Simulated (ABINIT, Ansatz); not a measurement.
**CdH2 (Fm-3m): zone-centre phonons**

Which modes does CdH2 (Fm-3m) have at the zone centre?

Calculated with ABINIT 10.8.3; DFT LDA, scalar-relativistic, plane waves, PseudoDojo stringent norm-conserving pseudopotentials.

The structure was built from a prototype and need not be the compound's stable phase.

## Step 1: The structure

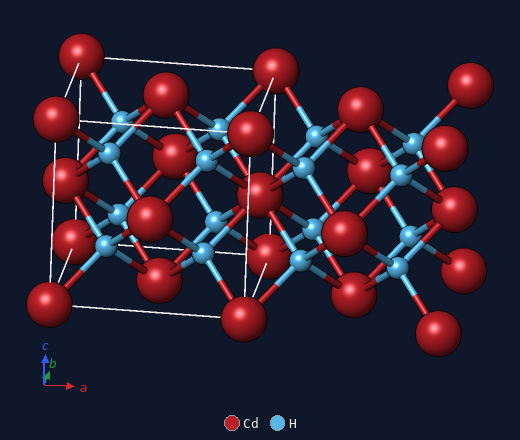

The cell as given, slightly off an axis (cadmium red, hydrogen blue). 2×1×1 cells are drawn. This picture shows the conventional cell, with its axes. Some periodic images of atoms are drawn too.

As a file:

```cif
data_structure
_symmetry_space_group_name_H-M 'P 1'
_symmetry_Int_Tables_number 1
_cell_length_a 3.5122
_cell_length_b 3.5122
_cell_length_c 3.5122
_cell_angle_alpha 60.000
_cell_angle_beta 60.000
_cell_angle_gamma 60.000
_cell_volume 30.64
loop_
_atom_site_label
_atom_site_type_symbol
_atom_site_fract_x
_atom_site_fract_y
_atom_site_fract_z
_atom_site_occupancy
Cd1 Cd 0.00000 0.00000 0.00000 1
H2 H 0.75000 0.75000 0.75000 1
H3 H 0.25000 0.25000 0.25000 1
```

## Step 2: Relaxing the cell and atoms

The harmonic expansion needs vanishing forces, and a free crystal bears no stress, so cell and atoms are brought to rest. Stress is more sensitive to the basis than forces are: the last 3 Ha under the cutoff are smoothed with ecutsm.

The starting cell comes from a relaxation made beforehand in Ansatz (LDA, PseudoDojo NC).

File relax.abi:

```
# relaxation
ionmov 2
optcell 2
dilatmx 1.08
ntime 40
tolmxf 1.0d-05
tolvrs 1.0d-14
prtwf 0
prtden 0
chksymtnons 0

# basis, mesh and filling
ecut 57.0
ecutsm 3.0
ngkpt 10 10 10
nshiftk 1
shiftk 0.0 0.0 0.0
istwfk *1
occopt 3
tsmear 0.01
nband 18
nstep 100
diemac 1000000.0
prtebands 0
prtgsr 0
useylm 1

# cell and atoms
acell 3*1.0 Angstrom
rprim 
    -2.483494611 0.0 2.483494611
    0.0 2.483494611 2.483494611
    -2.483494611 2.483494611 0.0
ntypat 2
znucl 48 1
natom 3
typat 1 2 2
xred 
    0.0 0.0 0.0
    0.75 0.75 0.75
    0.25 0.25 0.25
pp_dirpath "./pseudo"
pseudos "Cd.upf, H.upf"
```

Launch:

```sh
OMP_NUM_THREADS=1 mpirun -n 4 abinit relax.abi > relax.log
```

Numbers of over 12 decimals in the logs are rounded to 6 here.

relax.abo, the main output file:

```text
[banners, grids, parts of the stress and lines that vanish by symmetry left out]
- input  file    -> relax.abi
- output file    -> relax.abo
- root for input  files -> relaxi
[...]
Symmetries : space group Fm -3 m (#225); Bravais cF (face-center cubic)
[...]
mpw =        5385          nfft =      125000          nkpt =          47
[...]
== DATASET  1 ==================================================================
[...]
cutoff_energies: {ecut:  57.0, pawecutdg:  -1.0, }
[...]
ETOT  1  -175.24677748006    -1.752E+02 6.871E+00 1.983E+03
 ETOT  2  -176.03380395767    -7.870E-01 3.367E-01 3.537E+03
 ETOT  3  -176.35306071516    -3.193E-01 5.078E-02 2.874E+02
 ETOT  4  -176.37760281676    -2.454E-02 5.708E-03 2.069E+01
 ETOT  5  -176.37954079349    -1.938E-03 3.435E-03 1.016E+00
[...]
At SCF step   13       vres2   =  2.23E-15 < tolvrs=  1.00E-14 =>converged.
[...]
sigma(1 1)= -2.26667403E-07  sigma(3 2)=  0.00000000E+00
  sigma(2 2)= -2.26667403E-07  sigma(3 1)=  0.00000000E+00
  sigma(3 3)= -2.26667403E-07  sigma(2 1)=  0.00000000E+00
[...]
convergence: {deltae: -6.764E-12, res2:  2.226E-15, residm:  1.538E-04, diffor: null, }
etotal    :  -1.76379638E+02
[...]
ETOT  1  -176.37963783266    -1.764E+02 2.413E-04 4.327E-04
[...]
At SCF step    8       vres2   =  3.33E-16 < tolvrs=  1.00E-14 =>converged.
[...]
sigma(1 1)= -1.76773460E-07  sigma(3 2)=  0.00000000E+00
  sigma(2 2)= -1.76773460E-07  sigma(3 1)=  0.00000000E+00
  sigma(3 3)= -1.76773460E-07  sigma(2 1)=  0.00000000E+00
[...]
convergence: {deltae: -5.457E-12, res2:  3.332E-16, residm:  2.743E-04, diffor: null, }
etotal    :  -1.76379638E+02
[...]
ETOT  1  -176.37963749501    -1.764E+02 2.179E-04 5.434E-03
[...]
ETOT  7  -176.37963786297     1.464E-11 2.341E-05 2.265E-12
 ETOT  8  -176.37963786299    -1.930E-11 2.516E-05 4.298E-15
 At SCF step    8       vres2   =  4.30E-15 < tolvrs=  1.00E-14 =>converged.
[...]
sigma(1 1)=  6.04298278E-11  sigma(3 2)=  0.00000000E+00
  sigma(2 2)=  6.04298243E-11  sigma(3 1)=  0.00000000E+00
  sigma(3 3)=  6.04298330E-11  sigma(2 1)=  0.00000000E+00
[...]
convergence: {deltae: -1.930E-11, res2:  4.298E-15, residm:  2.516E-05, diffor: null, }
etotal    :  -1.76379638E+02
[...]
At Broyd/MD step   3, gradients are converged :
[...]
sigma(1 1)=  6.04298278E-11  sigma(3 2)=  0.00000000E+00
  sigma(2 2)=  6.04298243E-11  sigma(3 1)=  0.00000000E+00
  sigma(3 3)=  6.04298330E-11  sigma(2 1)=  0.00000000E+00
[...]
- sigma(1 1)=  1.77790692E-06  sigma(3 2)=  0.00000000E+00
- sigma(2 2)=  1.77790681E-06  sigma(3 1)=  0.00000000E+00
- sigma(3 3)=  1.77790707E-06  sigma(2 1)=  0.00000000E+00
[...]
fcart     -0.0000000000E+00 -0.0000000000E+00 -0.0000000000E+00
           strten      6.0429827808E-11  6.0429824339E-11  6.0429833013E-11
================================================================================

[key lines of the parts left out:]
pressure_GPa:  -1.7779E-06
Total energy (etotal) [Ha]= -1.76379637862986E+02
```

It took 92 s on 4 MPI ranks of Intel Xeon Platinum 8488C (Sapphire Rapids), shared host.

Little changed from the start: no atom moved by 0.005 Å and no cell edge by 0.1 %.

Numbers from this step:

```yaml
volume_per_atom: 10.21 Å³
pressure: -1.78e-6 GPa
gap_on_the_k_mesh: 0 eV
```

## Step 3: Self-consistent run for the response

The response is built on these wavefunctions, so the potential is converged far more tightly than an energy would need. ecutsm is kept as in the relaxation, so that the cell stays at rest. Occupations are smeared.

File gs.abi:

```
# ground state
tolvrs 1.0d-16
prtden 1
prtwf 1

# basis, mesh and filling
ecut 57.0
ecutsm 3.0
ngkpt 12 12 12
nshiftk 1
shiftk 0.0 0.0 0.0
istwfk *1
occopt 3
tsmear 0.01
nband 18
nstep 100
diemac 1000000.0
prtebands 0
prtgsr 0
useylm 1

# cell and atoms
acell 3*1.0 Angstrom
rprim 
    -2.483571339 0.0 2.483571339
    0.0 2.483571339 2.483571339
    -2.483571339 2.483571339 0.0
ntypat 2
znucl 48 1
natom 3
typat 1 2 2
xred 
    0.0 0.0 0.0
    0.75 0.75 0.75
    0.25 0.25 0.25
pp_dirpath "./pseudo"
pseudos "Cd.upf, H.upf"
```

Launch:

```sh
OMP_NUM_THREADS=1 mpirun -n 4 abinit gs.abi > gs.log
```

gs.abo, the main output file:

```text
[banners, grids, parts of the stress and lines that vanish by symmetry left out]
- input  file    -> gs.abi
- output file    -> gs.abo
- root for input  files -> gsi
[...]
Symmetries : space group Fm -3 m (#225); Bravais cF (face-center cubic)
[...]
mpw =        4279          nfft =      110592          nkpt =          72
[...]
== DATASET  1 ==================================================================
[...]
cutoff_energies: {ecut:  57.0, pawecutdg:  -1.0, }
[...]
ETOT  1  -175.25148478777    -1.753E+02 6.392E+00 1.748E+03
 ETOT  2  -176.02835461060    -7.769E-01 4.180E-01 3.152E+03
 ETOT  3  -176.35232399887    -3.240E-01 4.931E-02 2.573E+02
 ETOT  4  -176.37784289326    -2.552E-02 2.646E-02 1.605E+01
 ETOT  5  -176.37958006218    -1.737E-03 1.791E-02 7.730E-01
[...]
ETOT 13  -176.37966414497     7.844E-12 1.457E-04 1.722E-15
 ETOT 14  -176.37966414497    -7.645E-12 2.495E-04 9.263E-19
 At SCF step   14       vres2   =  9.26E-19 < tolvrs=  1.00E-16 =>converged.
[...]
sigma(1 1)=  5.76792932E-07  sigma(3 2)=  0.00000000E+00
  sigma(2 2)=  5.76792932E-07  sigma(3 1)=  0.00000000E+00
  sigma(3 3)=  5.76792932E-07  sigma(2 1)=  0.00000000E+00
[...]
convergence: {deltae: -7.645E-12, res2:  9.263E-19, residm:  2.495E-04, diffor: null, }
etotal    :  -1.76379664E+02
[...]
sigma(1 1)=  5.76792932E-07  sigma(3 2)=  0.00000000E+00
  sigma(2 2)=  5.76792932E-07  sigma(3 1)=  0.00000000E+00
  sigma(3 3)=  5.76792932E-07  sigma(2 1)=  0.00000000E+00
[...]
- sigma(1 1)=  1.69698339E-02  sigma(3 2)=  0.00000000E+00
- sigma(2 2)=  1.69698339E-02  sigma(3 1)=  0.00000000E+00
- sigma(3 3)=  1.69698339E-02  sigma(2 1)=  0.00000000E+00
[...]
fcart     -0.0000000000E+00 -0.0000000000E+00 -0.0000000000E+00
           strten      5.7679293185E-07  5.7679293185E-07  5.7679293185E-07
================================================================================

[key lines of the parts left out:]
pressure_GPa:  -1.6970E-02
```

The job ended after 56 s (4 MPI ranks; 3.7 min of CPU time).

Numbers from this step:

* pressure: -0.01697 GPa

The cell stands at -0.017 GPa, close enough for phonons.

## Step 4: Linear response at Γ

At q = 0 one unit cell holds all displacements. The response is solved for single atoms along the cell's directions, and symmetry skips those that follow from others. The crystal is treated as a metal, which screens a static field, so no field response is asked.

File dfpt_gamma.abi:

```

# common to the responses
getwfk_filepath "gso_WFK"
kptopt 2
nqpt 1
qpt 0.0 0.0 0.0
asr 0
chneut 0

# displacements
rfphon 1
rfatpol 1 3
rfdir 1 1 1
tolvrs 1.0d-10
prtwf 0

# basis, mesh and filling
ecut 57.0
ecutsm 3.0
ngkpt 12 12 12
nshiftk 1
shiftk 0.0 0.0 0.0
istwfk *1
occopt 3
tsmear 0.01
nband 18
nstep 100
diemac 1000000.0
prtebands 0
prtgsr 0
useylm 1

# cell and atoms
acell 3*1.0 Angstrom
rprim 
    -2.483571339 0.0 2.483571339
    0.0 2.483571339 2.483571339
    -2.483571339 2.483571339 0.0
ntypat 2
znucl 48 1
natom 3
typat 1 2 2
xred 
    0.0 0.0 0.0
    0.75 0.75 0.75
    0.25 0.25 0.25
pp_dirpath "./pseudo"
pseudos "Cd.upf, H.upf"
```

Launch:

```sh
OMP_NUM_THREADS=1 mpirun -n 4 abinit dfpt_gamma.abi > dfpt_gamma.log
```

dfpt_gamma.abo, the main output file:

```text
[banners, grids, parts of the stress and lines that vanish by symmetry left out]
- input  file    -> dfpt_gamma.abi
- output file    -> dfpt_gamma.abo
- root for input  files -> dfpt_gammai
- root for output files -> dfpt_gammao

 Symmetries : space group Fm -3 m (#225); Bravais cF (face-center cubic)
================================================================================
 Values of the parameters that define the memory need of the present run (RF).
     intxc =       0      iscf =       7    lmnmax =      18     lnmax =       6
     mgfft =      48  mpssoang =       3    mqgrid =    3001     natom =       3
  nloc_mem =       1    nspden =       1   nspinor =       1    nsppol =       1
      nsym =      48    n1xccc =    2501    ntypat =       2    occopt =       3
   xclevel =       1
-    mband =          18        mffmem =           1         mkmem =         217
-   mkqmem =         217        mk1mem =         217           mpw =        4279
      nfft =      110592          nkpt =         868
- my_mband =          18
================================================================================
================================================================================

--------------------------------------------------------------------------------
------------- Echo of variables that govern the present computation ------------
--------------------------------------------------------------------------------
-
- outvars: echo of selected default values
-   iomode0 =  0 , fftalg0 =312 , wfoptalg0 =  0
-
- outvars: echo of global parameters not present in the input file
-  max_nthreads =    1
-
 -outvars: echo values of preprocessed input variables
 [... echo left out ...]
================================================================================

 chkinp: Checking input parameters for consistency.

[...]
== DATASET  1 ==================================================================
-   mpi_nproc: 4, omp_nthreads: 1 (-1 if OMP is not activated)

--- !DatasetInfo
iteration_state: {dtset: 1, }
dimensions: {natom: 3, nkpt: 868, mband: 18, nsppol: 1, nspinor: 1, nspden: 1, mpw: 4279, }
cutoff_energies: {ecut:  57.0, pawecutdg:  -1.0, }
electrons: {nelect:   2.20000000E+01, charge:   0.00000000E+00, occopt:   3.00000000E+00, tsmear:   1.00000000E-02, }
meta: {optdriver: 1, rfphon: 1, }
...

 mkfilename: getwfk from: gso_WFK

 Real(R)+Recip(G) space primitive vectors, cartesian coordinates (Bohr,Bohr^-1):
 R(1)= -4.6932696  0.0000000  4.6932696  G(1)= -0.1065355 -0.1065355  0.1065355
 R(2)=  0.0000000  4.6932696  4.6932696  G(2)=  0.1065355  0.1065355  0.1065355
 R(3)= -4.6932696  4.6932696  0.0000000  G(3)= -0.1065355  0.1065355 -0.1065355
 Unit cell volume ucvol=  2.0675524E+02 bohr^3
 Angles (23,13,12)=  6.00000000E+01  6.00000000E+01  6.00000000E+01 degrees
 setup1 : take into account q-point for computing boxcut.

 getcut: wavevector=  0.0000  0.0000  0.0000  ngfft=  48  48  48
         ecut(hartree)=     57.000   => boxcut(ratio)=   2.12789

--- Pseudopotential description ------------------------------------------------
- pspini: atom type   1  psp file is ./pseudo/Cd.upf

- pspini: atom type   2  psp file is ./pseudo/H.upf

   5.29746406E+02                                ecore*ucvol(ha*bohr**3)
--------------------------------------------------------------------------------

 ==>  initialize data related to q vector <==

 The list of irreducible perturbations for this q vector is:
    1)    idir= 1    ipert=   1
    2)    idir= 1    ipert=   2

[...]
The perturbation idir=   2  ipert=   1 is
 symmetric of a previously calculated perturbation.
 So, its SCF calculation is not needed.

 The perturbation idir=   3  ipert=   1 is
 symmetric of a previously calculated perturbation.
 So, its SCF calculation is not needed.

 The perturbation idir=   2  ipert=   2 is
 symmetric of a previously calculated perturbation.
 So, its SCF calculation is not needed.

 The perturbation idir=   3  ipert=   2 is
 symmetric of a previously calculated perturbation.
 So, its SCF calculation is not needed.

 The perturbation idir=   1  ipert=   3 is
 symmetric of a previously calculated perturbation.
 So, its SCF calculation is not needed.

 The perturbation idir=   2  ipert=   3 is
 symmetric of a previously calculated perturbation.
 So, its SCF calculation is not needed.

 The perturbation idir=   3  ipert=   3 is
 symmetric of a previously calculated perturbation.
 So, its SCF calculation is not needed.

--------------------------------------------------------------------------------
 Perturbation wavevector (in red.coord.)   0.000000  0.000000  0.000000
 Perturbation : displacement of atom   1   along direction   1
 Found     4 symmetries that leave the perturbation invariant.

[...]
dfpt_looppert : total number of electrons, from k and k+q
  fully or partially occupied states are    2.200000E+01 and    2.200000E+01.
 Initialisation of the first-order wave-functions :
  ireadwf=   0

--- !BeginCycle
iteration_state: {dtset: 1, }
solver: {iscf: 7, nstep: 100, nline: 4, wfoptalg: 0, }
tolerances: {tolvrs: 1.00E-10, }
...

     iter   2DEtotal(Ha)        deltaE(Ha) residm    vres2
-ETOT  1   6.013400     -1.826E+04 2.151E+02 1.126E+02
 ETOT  2 -5.69231960520256E-02 -6.070E+00 1.228E+00 4.587E+01
 ETOT  3 -8.20794325239831E-02 -2.516E-02 1.338E-01 1.071E+00
 ETOT  4 -8.23801324271471E-02 -3.007E-04 3.457E-01 2.204E-02
 ETOT  5 -8.23828235492101E-02 -2.691E-06 7.936E-03 7.047E-04
[...]
At SCF step   10       vres2   =  1.73E-12 < tolvrs=  1.00E-10 =>converged.
[...]
Mean square residual over all n,k,spin=   69.373E-08; max=  18.057E-04

 Thirteen components of 2nd-order total energy (hartree) are
 1,2,3: 0th-order hamiltonian combined with 1st-order wavefunctions
     kin0=   1.47912492E+04 eigvalue=   8.68747008E+02  local=  -9.55233266E+03
 4,5,6: 1st-order hamiltonian combined with 1st and 0th-order wfs
 loc psp =  -1.37946874E+04  Hartree=   3.94554981E+03     xc=  -5.51080963E+02
 note that "loc psp" includes a xc core correction that could be resolved
 7,8,9: eventually, occupation + non-local contributions
    edocc=   2.08607470E+02     enl0=   8.55193322E+03   enl1=  -2.27306588E+04
 1-9 gives the relaxation energy (to be shifted if some occ is /=2.0)
   erelax=  -1.82626731E+04
 10,11,12 Non-relaxation  contributions : frozen-wavefunctions and Ewald
 fr.local=   6.96686222E+03 fr.nonlo=   1.13783138E+04  Ewald=   3.57004010E+01
 13,14 Frozen wf xc core corrections (1) and (2)
 frxc 1  =  -8.78484733E+02  frxc 2 =   7.60199011E+02
 Resulting in :
 2DEtotal=   -0.8238291013E-01 Ha. Also 2DEtotal=   -0.224175318760E+01 eV
    (2DErelax=   -1.8262673088E+04 Ha. 2DEnonrelax=    1.8262590705E+04 Ha)
    (  non-var. 2DEtotal :   -8.2381787744E-02 Ha)

[...]
Perturbation wavevector (in red.coord.)   0.000000  0.000000  0.000000
 Perturbation : displacement of atom   2   along direction   1
 Found     2 symmetries that leave the perturbation invariant.

--------------------------------------------------------------------------------

--------------------------------------------------------------------------------

 dfpt_looppert : total number of electrons, from k and k+q
  fully or partially occupied states are    2.200000E+01 and    2.200000E+01.
 Initialisation of the first-order wave-functions :
  ireadwf=   0

--- !BeginCycle
iteration_state: {dtset: 1, }
solver: {iscf: 7, nstep: 100, nline: 4, wfoptalg: 0, }
tolerances: {tolvrs: 1.00E-10, }
...

     iter   2DEtotal(Ha)        deltaE(Ha) residm    vres2
-ETOT  1  0.512760     -4.061E+01 4.939E+00 1.188E+03
[...]
ETOT  9  0.369656     -5.774E-11 2.313E-04 6.390E-10
 ETOT 10  0.369656     -3.482E-13 9.459E-05 4.226E-12

 At SCF step   10       vres2   =  4.23E-12 < tolvrs=  1.00E-10 =>converged.
[...]
Mean square residual over all n,k,spin=   25.966E-09; max=  94.588E-06

 Thirteen components of 2nd-order total energy (hartree) are
 1,2,3: 0th-order hamiltonian combined with 1st-order wavefunctions
     kin0=   3.91199969E+01 eigvalue=  -1.22137967E+00  local=  -6.85646373E+00
 4,5,6: 1st-order hamiltonian combined with 1st and 0th-order wfs
 loc psp =  -5.87888401E+01  Hartree=   8.81994434E+00     xc=  -5.38434258E+00
 note that "loc psp" includes a xc core correction that could be resolved
 7,8,9: eventually, occupation + non-local contributions
    edocc=   6.64147681E+00     enl0=  -3.65374303E-01   enl1=  -2.27188753E+01
 1-9 gives the relaxation energy (to be shifted if some occ is /=2.0)
   erelax=  -4.07538577E+01
 10,11,12 Non-relaxation  contributions : frozen-wavefunctions and Ewald
 fr.local=   1.12876209E+01 fr.nonlo=   1.10931820E+01  Ewald=   1.87427105E+01
 13,14 Frozen wf xc core corrections (1) and (2)
 frxc 1  =   0.00000000E+00  frxc 2 =   0.00000000E+00
 Resulting in :
 2DEtotal=    0.3696556878E+00 Ha. Also 2DEtotal=    0.100588436993E+02 eV
    (2DErelax=   -4.0753857725E+01 Ha. 2DEnonrelax=    4.1123513413E+01 Ha)
    (  non-var. 2DEtotal :    3.6965567636E-01 Ha)

[...]
---- first-order wavefunction calculations are completed ----

 ==> Compute Derivative Database <==

 [... matrices left out ...]
  Phonon wavevector (reduced coordinates) :  0.00000  0.00000  0.00000
 Phonon energies in Hartree :
  -7.288404E-04 -7.288404E-04 -7.288404E-04  1.411783E-05  1.411783E-05
   1.411783E-05  3.107323E-03  3.107323E-03  3.107323E-03
 Phonon frequencies in cm-1    :
- -1.599620E+02 -1.599620E+02 -1.599620E+02  3.098506E+00  3.098506E+00
-  3.098506E+00  6.819785E+02  6.819785E+02  6.819785E+02

== END DATASET(S) ==============================================================
================================================================================

 -outvars: echo values of variables after computation
            acell      1.8897261259E+00  1.8897261259E+00  1.8897261259E+00 Bohr
           etotal      3.6965568782E-01
            fcart      0.0000000000E+00  0.0000000000E+00  0.0000000000E+00
           strten      0.0000000000E+00  0.0000000000E+00  0.0000000000E+00
================================================================================
```

Elapsed: 7.4 min, on 4 MPI ranks.

This step gave:

```
largest acoustic frequency at the zone centre before the sum rule : 3.1 cm⁻¹
highest optical zone-centre mode (no LO-TO term)                  : 682.0 cm⁻¹
lowest optical zone-centre mode                                   : -160.0 cm⁻¹
```

The acoustic modes at Γ come out as far as 3.1 cm⁻¹ from zero, where they should vanish, a small numerical error. The lowest optical mode is imaginary, 160i cm⁻¹, an instability at this level and on this k mesh.

(Continued in part 2 of 2.)

[Host names and launcher messages were left out of these logs when they were recorded.]

[Logs are printed without paths, hosts, clocks, repeated set-up lines and the standing remarks that a program may print on its own settings, such as how far it seeks lower states.]

[Hosts, paths, dates, database ids (printed as entryN), source tags and the programs' standing remarks are cut or masked in the printed files.]
